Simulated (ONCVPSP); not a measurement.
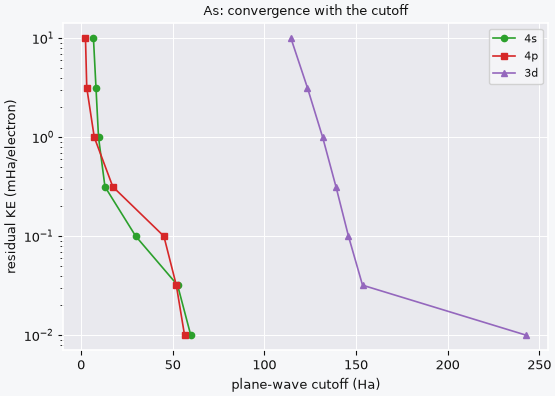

Residual kinetic energy of the pseudo-waves (the first of each channel, and further valence shells) beyond the plane-wave cutoff, as the generator prints it.

- Element: As
- Generator: ONCVPSP 4.0.1
- Type: optimised norm-conserving Vanderbilt (ONCV)
- Functional: Wu-Cohen
- Relativity: non-relativistic
- Frozen core: [Ar]
- Valence charge: 15
- Reference configuration: 3d10 4s1 4p4
- Partial waves: 4s: rc 1.65 bohr, ncon 4, nbas 8, qcut 4.5 1/bohr, 1 projector; 4p: rc 1.90 bohr, ncon 4, nbas 8, qcut 3.7 1/bohr, 3 projectors, debl 1.5 Ha; 3d: rc 0.85 bohr, ncon 4, nbas 8, qcut 17.6 1/bohr, local
- Local potential: the d channel
- Core correction: Teter function, fcfact 2.5, rcfact 1.6

> At which cutoff does each wave reach 1 mHa per electron?

3d: 132 Ha; 4s: 9.5 Ha; 4p: 7.2 Ha.

> Which cutoffs does the potential need for its occupied states?

132 Ha for 1 mHa and 146 Ha for 0.1 mHa per electron. The first is set by 3d.

> Which wave is the hardest at 1 mHa per electron, and which settings govern it?

3d, with rc = 0.85 bohr and qcut = 17.6 1/bohr. The optimisation minimises, but can't always remove, the kinetic energy above qcut²/2 = 154.9 Ha, and a larger rc would as a rule soften the wave at some cost in transferability.

The potential isn't sound: its ghost test gives GHOST(-) flagged for s at -723.3 eV, p at -38.3 eV; GHOST(+) flagged for s at 35.1 eV (flags above 300 eV left out).
